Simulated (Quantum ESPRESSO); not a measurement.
# GaP (F-43m): phonons against volume, part 5 of 8

Wanted: mode Grüneisen parameters of GaP and a free-energy fit over volumes.

Experimental results on record:
- volume expansion coefficient 15.9 1e-6/K, heat capacity C_P per formula unit 44.2 J/mol/K and bulk modulus 88.7 GPa near room temperature (given in “High-Throughput Prediction of Finite-Temperature Properties using the Quasi-Harmonic Approximation”, 2016, arXiv:1603.06924)

Quantum ESPRESSO 7.5; DFT LDA, scalar-relativistic, plane waves, GBRV ultrasoft pseudopotentials.

So far, gap on the k-mesh (eV): step 2 (probe on a coarse mesh) 1.49; step 3 (finding the static equilibrium) 1.42; step 4 (self-consistent run) 1.43.

## (6) A displaced supercell

System of this step: GaP. Symmetry: Cm, No. 8, monoclinic system. Conventional cell: a = 13.192 Å, b = 7.617 Å, c = 7.617 Å, α = 90.00°, β = 125.26°, γ = 90.00°. Nearest to Ga lie 4 P at 2.33 to 2.35 Å. Ga has 4 P at 2.32 to 2.33 Å nearest. Ga has 4 P at 2.33 Å nearest. Nearest to Ga lie 4 P at 2.33 Å. Nearest to Ga lie 4 P at 2.33 Å. Farther neighbours are not listed.

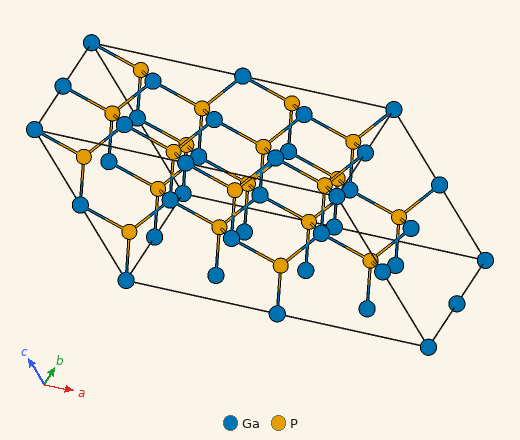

The cell of this step (gallium blue, phosphorus orange). Bonds to atoms that aren't drawn are left out. Some periodic images of atoms are drawn too.

Contents of disp-00002.in:

```
 &control
    calculation='scf',
    prefix='x',
    outdir='./tmp',
    pseudo_dir='./pseudo',
    tprnfor=.true.,
    disk_io='none',
 /
 &system
    ibrav=0,
    nat=16,
    ntyp=2,
    ecutwfc=45.0,
    ecutrho=270.0,
    occupations='fixed',
    nbnd=98,
 /
 &electrons
    conv_thr=1.0d-11,
    mixing_beta=0.7,
    electron_maxstep=100,
 /
ATOMIC_SPECIES
 Ga     69.7230  Ga.upf
 P      30.9738  P.upf
CELL_PARAMETERS angstrom
     0.000000000    5.385800764    5.385800764
     5.385800764    0.000000000    5.385800764
     5.385800764    5.385800764    0.000000000
ATOMIC_POSITIONS crystal
 Ga     0.000000000   0.000000000   0.000000000
 Ga     0.500000000   0.000000000   0.000000000
 Ga     0.000000000   0.500000000   0.000000000
 Ga     0.500000000   0.500000000   0.000000000
 Ga     0.000000000   0.000000000   0.500000000
 Ga     0.500000000   0.000000000   0.500000000
 Ga     0.000000000   0.500000000   0.500000000
 Ga     0.500000000   0.500000000   0.500000000
 P      0.127625819   0.125000000   0.125000000
 P      0.625000000   0.125000000   0.125000000
 P      0.125000000   0.625000000   0.125000000
 P      0.625000000   0.625000000   0.125000000
 P      0.125000000   0.125000000   0.625000000
 P      0.625000000   0.125000000   0.625000000
 P      0.125000000   0.625000000   0.625000000
 P      0.625000000   0.625000000   0.625000000
K_POINTS automatic
 3 3 3 0 0 0
```

On the command line:

```bash
$ OMP_NUM_THREADS=1 mpirun -n 4 pw.x -nk 4 -in disp-00002.in > disp-00002.out
```

Log:

```text
[banner, memory and clock lines left out]
Program PWSCF v.7.5

     Message from routine setup:
     using ibrav=0 with symmetry is DISCOURAGED, use correct ibrav instead

     G-vector sticks info

     bravais-lattice index     =            0
     lattice parameter (alat)  =      14.3934  a.u.
     unit-cell volume          =    2108.5187 (a.u.)^3
     number of atoms/cell      =           16
     number of atomic types    =            2
     number of electrons       =       192.00
     number of Kohn-Sham states=           98
     kinetic-energy cutoff     =      45.0000  Ry
     charge density cutoff     =     270.0000  Ry
     scf convergence threshold =      1.0E-11
     mixing beta               =       0.7000
     number of iterations used =            8  plain     mixing
     Exchange-correlation=  SLA  PZ   NOGX NOGC
                           (   1   1   0   0   0   0   0)

     celldm(1)=  14.393425  celldm(2)=   0.000000  celldm(3)=   0.000000
     celldm(4)=   0.000000  celldm(5)=   0.000000  celldm(6)=   0.000000

     crystal axes: (cart. coord. in units of alat)
               a(1) = (   0.000000   0.707107   0.707107 )
               a(2) = (   0.707107   0.000000   0.707107 )
               a(3) = (   0.707107   0.707107   0.000000 )

     reciprocal axes: (cart. coord. in units 2 pi/alat)
               b(1) = ( -0.707107  0.707107  0.707107 )
               b(2) = (  0.707107 -0.707107  0.707107 )
               b(3) = (  0.707107  0.707107 -0.707107 )

     PseudoPot. # 1 for Ga read from file:
     ./pseudo/Ga.upf
     Pseudo is Ultrasoft + core correction, Zval = 19.0
     Using radial grid of  871 points,  6 beta functions with:
                l(1) =   0
                l(2) =   0
                l(3) =   1
                l(4) =   1
                l(5) =   2
                l(6) =   2
     Q(r) pseudized with  8 coefficients,  rinner =    1.250   1.250   1.250
                                                       1.250   1.250

     PseudoPot. # 2 for P  read from file:
     ./pseudo/P.upf
     Pseudo is Ultrasoft + core correction, Zval =  5.0
     Using radial grid of  903 points,  6 beta functions with:
                l(1) =   0
                l(2) =   0
                l(3) =   1
                l(4) =   1
                l(5) =   2
                l(6) =   2
     Q(r) pseudized with  8 coefficients,  rinner =    1.300   1.300   1.300
                                                       1.300   1.300

     atomic species   valence    mass     pseudopotential
     Ga               19.00    69.72300     Ga( 1.00)
     P                 5.00    30.97380     P ( 1.00)

      2 Sym. Ops. (no inversion) found

   Cartesian axes

     site n.     atom                  positions (alat units)
         1        Ga     tau(   1) = (   0.0000000   0.0000000   0.0000000  )
         2        Ga     tau(   2) = (   0.0000000   0.3535534   0.3535534  )
         3        Ga     tau(   3) = (   0.3535534   0.0000000   0.3535534  )
         4        Ga     tau(   4) = (   0.3535534   0.3535534   0.7071068  )
         5        Ga     tau(   5) = (   0.3535534   0.3535534   0.0000000  )
         6        Ga     tau(   6) = (   0.3535534   0.7071068   0.3535534  )
         7        Ga     tau(   7) = (   0.7071068   0.3535534   0.3535534  )
         8        Ga     tau(   8) = (   0.7071068   0.7071068   0.7071068  )
         9        P      tau(   9) = (   0.1767767   0.1786334   0.1786334  )
        10        P      tau(  10) = (   0.1767767   0.5303301   0.5303301  )
        11        P      tau(  11) = (   0.5303301   0.1767767   0.5303301  )
        12        P      tau(  12) = (   0.5303301   0.5303301   0.8838835  )
        13        P      tau(  13) = (   0.5303301   0.5303301   0.1767767  )
        14        P      tau(  14) = (   0.5303301   0.8838835   0.5303301  )
        15        P      tau(  15) = (   0.8838835   0.5303301   0.5303301  )
        16        P      tau(  16) = (   0.8838835   0.8838835   0.8838835  )

     number of k points=    10
                       cart. coord. in units 2pi/alat
        k(    1) = (   0.0000000   0.0000000   0.0000000), wk =   0.0740741
        k(    2) = (   0.2357023   0.2357023  -0.2357023), wk =   0.2962963
        k(    3) = (   0.4714045   0.0000000  -0.0000000), wk =   0.1481481
        k(    4) = (  -0.0000000  -0.4714045   0.4714045), wk =   0.1481481
        k(    5) = (  -0.2357023   0.2357023   0.2357023), wk =   0.1481481
        k(    6) = (   0.2357023   0.2357023   0.2357023), wk =   0.1481481
        k(    7) = (   0.0000000   0.4714045  -0.0000000), wk =   0.2962963
        k(    8) = (   0.0000000  -0.4714045  -0.4714045), wk =   0.1481481
        k(    9) = (  -0.4714045   0.0000000  -0.4714045), wk =   0.2962963
        k(   10) = (   0.4714045   0.0000000  -0.4714045), wk =   0.2962963

     Dense  grid:   157789 G-vectors     FFT dimensions: (  75,  75,  75)

     Smooth grid:    85923 G-vectors     FFT dimensions: (  64,  64,  64)

     Initial potential from superposition of free atoms

     starting charge     183.9988, renormalised to     192.0000
     Starting wfcs are  128 randomized atomic wfcs

     per-process dynamical memory:   192.0 Mb

     Self-consistent Calculation

     iteration #  1     ecut=    45.00 Ry     beta= 0.70
     Davidson diagonalization with overlap
     ethr =  1.00E-02,  avg # of iterations =  3.9

     total energy              =   -3408.45062962 Ry
     estimated scf accuracy    <      55.18965284 Ry

     iteration #  2     ecut=    45.00 Ry     beta= 0.70
     Davidson diagonalization with overlap
     ethr =  1.00E-02,  avg # of iterations =  3.2

     total energy              =   -3438.88763857 Ry
     estimated scf accuracy    <      55.04535712 Ry

     iteration #  3     ecut=    45.00 Ry     beta= 0.70
     Davidson diagonalization with overlap
     ethr =  1.00E-02,  avg # of iterations =  3.0

     total energy              =   -3444.56177465 Ry
     estimated scf accuracy    <       3.85946862 Ry

     iteration #  4     ecut=    45.00 Ry     beta= 0.70
     Davidson diagonalization with overlap
     ethr =  2.01E-03,  avg # of iterations =  2.2

     total energy              =   -3444.58805026 Ry
     estimated scf accuracy    <       0.72062306 Ry

     iteration #  5     ecut=    45.00 Ry     beta= 0.70
     Davidson diagonalization with overlap
     ethr =  3.75E-04,  avg # of iterations =  3.0

     total energy              =   -3444.74227333 Ry
     estimated scf accuracy    <       0.01018412 Ry

     iteration #  6     ecut=    45.00 Ry     beta= 0.70
     Davidson diagonalization with overlap
     ethr =  5.30E-06,  avg # of iterations = 13.5

     total energy              =   -3444.75050731 Ry
     estimated scf accuracy    <       0.00248978 Ry

     iteration #  7     ecut=    45.00 Ry     beta= 0.70
     Davidson diagonalization with overlap
     c_bands:  2 eigenvalues not converged
     ethr =  1.30E-06,  avg # of iterations =  5.4

     total energy              =   -3444.75061344 Ry
     estimated scf accuracy    <       0.00107647 Ry

     iteration #  8     ecut=    45.00 Ry     beta= 0.70
     Davidson diagonalization with overlap
     ethr =  5.61E-07,  avg # of iterations =  2.3

     total energy              =   -3444.75030806 Ry
     estimated scf accuracy    <       0.00066202 Ry

     iteration #  9     ecut=    45.00 Ry     beta= 0.70
     Davidson diagonalization with overlap
     ethr =  3.45E-07,  avg # of iterations =  2.0

     total energy              =   -3444.75041769 Ry
     estimated scf accuracy    <       0.00001460 Ry

     iteration # 10     ecut=    45.00 Ry     beta= 0.70
     Davidson diagonalization with overlap
     ethr =  7.60E-09,  avg # of iterations = 10.5

     total energy              =   -3444.75044398 Ry
     estimated scf accuracy    <       0.00000280 Ry

     iteration # 11     ecut=    45.00 Ry     beta= 0.70
     Davidson diagonalization with overlap
     ethr =  1.46E-09,  avg # of iterations =  3.5

     total energy              =   -3444.75044415 Ry
     estimated scf accuracy    <       0.00000050 Ry

     iteration # 12     ecut=    45.00 Ry     beta= 0.70
     Davidson diagonalization with overlap
     ethr =  2.60E-10,  avg # of iterations =  5.4

     total energy              =   -3444.75044433 Ry
     estimated scf accuracy    <       0.00000005 Ry

     iteration # 13     ecut=    45.00 Ry     beta= 0.70
     Davidson diagonalization with overlap
     ethr =  2.46E-11,  avg # of iterations =  5.6

     total energy              =   -3444.75044434 Ry
     estimated scf accuracy    <          5.0E-09 Ry

     iteration # 14     ecut=    45.00 Ry     beta= 0.70
     Davidson diagonalization with overlap
     ethr =  2.60E-12,  avg # of iterations =  5.1

     total energy              =   -3444.75044434 Ry
     estimated scf accuracy    <          1.4E-10 Ry

     iteration # 15     ecut=    45.00 Ry     beta= 0.70
     Davidson diagonalization with overlap
     ethr =  1.00E-13,  avg # of iterations =  7.6

     total energy              =   -3444.75044434 Ry
     estimated scf accuracy    <          5.6E-11 Ry

     iteration # 16     ecut=    45.00 Ry     beta= 0.70
     Davidson diagonalization with overlap
     ethr =  1.00E-13,  avg # of iterations =  2.0

     End of self-consistent calculation

          k = 0.0000 0.0000 0.0000 ( 10849 PWs)   bands (ev):

   -85.7889 -85.7887 -85.7884 -85.7839 -85.7838 -85.7838 -85.7827 -85.7826
   -85.7823 -85.7823 -85.7822 -85.7821 -85.7821 -85.7821 -85.7821 -85.7821
   -85.7818 -85.7817 -85.7805 -85.7805 -85.7804 -85.7762 -85.7758 -85.7757
    -6.8442  -6.8440  -6.8439  -6.8071  -6.8063  -6.8058  -6.8050  -6.7149
    -6.7145  -6.7138  -6.6890  -6.6878  -6.6877  -6.6869  -6.6859  -6.6852
    -6.6849  -6.6839  -6.6459  -6.6451  -6.6438  -6.6424  -6.6416  -6.6404
    -6.6401  -6.6390  -6.6377  -6.6035  -6.6034  -6.5963  -6.5960  -6.5945
    -6.5943  -6.5939  -6.5937  -6.5918  -6.5916  -6.5785  -6.5769  -6.5762
    -4.8318  -2.6251  -2.6198  -2.6197  -2.6147  -1.6484  -1.6482  -1.6482
     0.9315   0.9405   0.9480   1.0348   1.0419   1.0420   1.0504   5.1269
     5.1325   5.1330   5.1330   5.1335   5.1392   6.7694   6.7806   6.7855
     6.7856   6.7866   6.7868   6.7919   6.8029   7.9629   7.9706   7.9786
     9.3901   9.3906

          k = 0.2357 0.2357-0.2357 ( 10735 PWs)   bands (ev):

   -85.7888 -85.7885 -85.7882 -85.7837 -85.7836 -85.7836 -85.7825 -85.7824
   -85.7821 -85.7821 -85.7820 -85.7820 -85.7820 -85.7819 -85.7819 -85.7818
   -85.7815 -85.7815 -85.7804 -85.7803 -85.7802 -85.7760 -85.7756 -85.7755
    -6.8299  -6.8294  -6.8291  -6.8094  -6.8087  -6.8079  -6.7857  -6.7407
[...]
9.8057   9.8379

          k = 0.4714 0.0000-0.0000 ( 10742 PWs)   bands (ev):

[...]
9.5243  10.7260

          k =-0.0000-0.4714 0.4714 ( 10718 PWs)   bands (ev):

[...]
10.3153  10.6618

          k =-0.2357 0.2357 0.2357 ( 10735 PWs)   bands (ev):

[...]
9.8091   9.8369

          k = 0.2357 0.2357 0.2357 ( 10735 PWs)   bands (ev):

[...]
9.8014   9.8297

          k = 0.0000 0.4714-0.0000 ( 10742 PWs)   bands (ev):

[...]
9.5242  10.6108

          k = 0.0000-0.4714-0.4714 ( 10718 PWs)   bands (ev):

[...]
10.3156  10.6615

          k =-0.4714 0.0000-0.4714 ( 10718 PWs)   bands (ev):

[...]
10.3108  10.6556

          k = 0.4714 0.0000-0.4714 ( 10718 PWs)   bands (ev):

[...]
-6.6951  -6.6919  -6.6864  -6.6832  -6.6816  -6.6792  -6.6772  -6.6763
    -6.6754  -6.6740  -6.6711  -6.6632  -6.6620  -6.6573  -6.6561  -6.6535
    -6.6211  -6.6205  -6.6177  -6.6161  -6.6154  -6.6143  -6.6132  -6.6067
    -6.5988  -6.5956  -6.5950  -6.5932  -6.5917  -6.5911  -6.5880  -6.5878
    -3.8653  -3.5326  -3.5215  -2.6306  -2.6229  -1.9097  -1.9047  -1.9030
     1.3194   1.3291   1.3828   2.2288   2.2406   3.3807   3.3903   3.6718
     4.0514   4.0576   4.0736   4.5249   4.5334   5.3333   5.3386   5.7361
     5.7815   5.7919   5.9103   6.0538   6.0627   6.3095   6.3223   7.4317
    10.3199  10.6634

     highest occupied, lowest unoccupied level (ev):     7.9786    9.3901

!    total energy              =   -3444.75044434 Ry
     estimated scf accuracy    <          8.8E-12 Ry

     The total energy is the sum of the following terms:
     one-electron contribution =   -3142.80709327 Ry
     hartree contribution      =    1638.74229995 Ry
     xc contribution           =    -429.83474449 Ry
     ewald contribution        =   -1510.85090654 Ry

     convergence has been achieved in  16 iterations

     Forces acting on atoms (cartesian axes, Ry/au):

     atom    1 type  1   force =     0.00212663    0.00254977    0.00254977
     atom    2 type  1   force =    -0.00233781    0.00270867    0.00270867
     atom    3 type  1   force =    -0.00001742    0.00040764    0.00039099
     atom    4 type  1   force =    -0.00000157   -0.00010630   -0.00010528
     atom    5 type  1   force =    -0.00001742    0.00039099    0.00040764
     atom    6 type  1   force =    -0.00000157   -0.00010528   -0.00010630
     atom    7 type  1   force =    -0.00010104   -0.00000277   -0.00000277
     atom    8 type  1   force =     0.00010419   -0.00000217   -0.00000217
     atom    9 type  2   force =     0.00024302   -0.00695382   -0.00695382
     atom   10 type  2   force =    -0.00000137    0.00072880    0.00072880
     atom   11 type  2   force =     0.00039863   -0.00012507    0.00033098
     atom   12 type  2   force =    -0.00039518    0.00033259   -0.00012534
     atom   13 type  2   force =     0.00039863    0.00033098   -0.00012507
     atom   14 type  2   force =    -0.00039518   -0.00012534    0.00033259
     atom   15 type  2   force =    -0.00000169   -0.00006508   -0.00006508
     atom   16 type  2   force =    -0.00000086    0.00003638    0.00003638

     Total force =     0.011719     Total SCF correction =     0.000010
     Message from routine punch:
     Nothing written, as per user request (disk_io='none')
```

Elapsed: 2.6 min, on 4 MPI ranks of Arm Neoverse V2, shared host; 10 min of CPU time.

Numbers from this step:

```
gap on the k-mesh : 1.412 eV
```

Force by atom:

| atom | x (eV/Å) | y (eV/Å) | z (eV/Å) | size |
| --- | --- | --- | --- | --- |
| Ga1 | 0.055 | 0.066 | 0.066 | 0.108 |
| Ga2 | -0.060 | 0.070 | 0.070 | 0.115 |
| Ga3 | 0.000 | 0.010 | 0.010 | 0.015 |
| Ga4 | 0.000 | -0.003 | -0.003 | 0.004 |
| Ga5 | 0.000 | 0.010 | 0.010 | 0.015 |
| Ga6 | 0.000 | -0.003 | -0.003 | 0.004 |
| Ga7 | -0.003 | 0.000 | 0.000 | 0.003 |
| Ga8 | 0.003 | 0.000 | 0.000 | 0.003 |
| P9 | 0.006 | -0.179 | -0.179 | 0.253 |
| P10 | 0.000 | 0.019 | 0.019 | 0.027 |
| P11 | 0.010 | -0.003 | 0.009 | 0.014 |
| P12 | -0.010 | 0.009 | -0.003 | 0.014 |
| P13 | 0.010 | 0.009 | -0.003 | 0.014 |
| P14 | -0.010 | -0.003 | 0.009 | 0.014 |
| P15 | 0.000 | -0.002 | -0.002 | 0.002 |
| P16 | 0.000 | 0.001 | 0.001 | 0.001 |

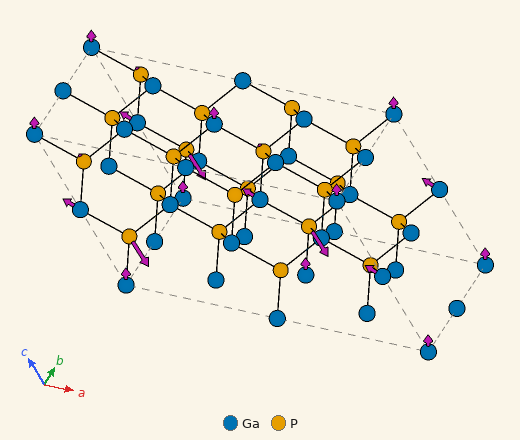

Force as arrows, the longest 0.253 eV/Å. Bonds to atoms that aren't drawn are left out. Some periodic images of atoms are drawn too.

## (7) A displaced supercell

One atom (for the harmonic constants) or a pair of atoms (for the cubic ones) is moved by a few hundredths of an ångström; the forces on all atoms give a column of force constants. The threshold is tight because the forces are small.

disp-00001.in, as its differences from disp-00002.in of step 6:

```diff
@@ -30,3 +30,3 @@
 ATOMIC_POSITIONS crystal
- Ga     0.000000000   0.000000000   0.000000000
+ Ga     0.002625819   0.000000000   0.000000000
  Ga     0.500000000   0.000000000   0.000000000
@@ -38,3 +38,3 @@
  Ga     0.500000000   0.500000000   0.500000000
- P      0.127625819   0.125000000   0.125000000
+ P      0.125000000   0.125000000   0.125000000
  P      0.625000000   0.125000000   0.125000000
```

On the command line:

```bash
$ OMP_NUM_THREADS=1 mpirun -n 4 pw.x -nk 4 -in disp-00001.in > disp-00001.out
```

Log:

```text
[banner, memory and clock lines left out]
Program PWSCF v.7.5

     Message from routine setup:
     using ibrav=0 with symmetry is DISCOURAGED, use correct ibrav instead

     G-vector sticks info

     bravais-lattice index     =            0
     lattice parameter (alat)  =      14.3934  a.u.
     unit-cell volume          =    2108.5187 (a.u.)^3
     number of atoms/cell      =           16
     number of atomic types    =            2
     number of electrons       =       192.00
[...]
atom    1 type  1   force =    -0.00024444   -0.00631907   -0.00631907
     atom    2 type  1   force =     0.00000555    0.00078851    0.00078851
     atom    3 type  1   force =     0.00039179   -0.00059265    0.00039660
[...]
atom   15 type  2   force =    -0.00010350   -0.00000217   -0.00000217
     atom   16 type  2   force =     0.00010149   -0.00000287   -0.00000287

     Total force =     0.011055     Total SCF correction =     0.000010
     Message from routine punch:
     Nothing written, as per user request (disk_io='none')
[key lines of the parts left out:]
!    total energy              =   -3444.75045979 Ry
convergence has been achieved in  17 iterations
```

It took 2.6 min on 4 MPI ranks; 10 min of CPU time.

At this level the gap is 1.40 eV on the k-mesh of the self-consistent run, which can miss the band edges.

(Continued in part 6 of 8.)

[Logs are printed without paths, hosts, clocks, repeated set-up lines and the standing remarks that a program may print on its own settings, such as how far it seeks lower states.]

[Hosts, paths, dates, database ids (printed as entryN), source tags and the programs' standing remarks are cut or masked in the printed files.]

[A step with changed settings may run another functional than the one named; its input shows which.]

[Of the runs on displaced cells, only some may be shown.]
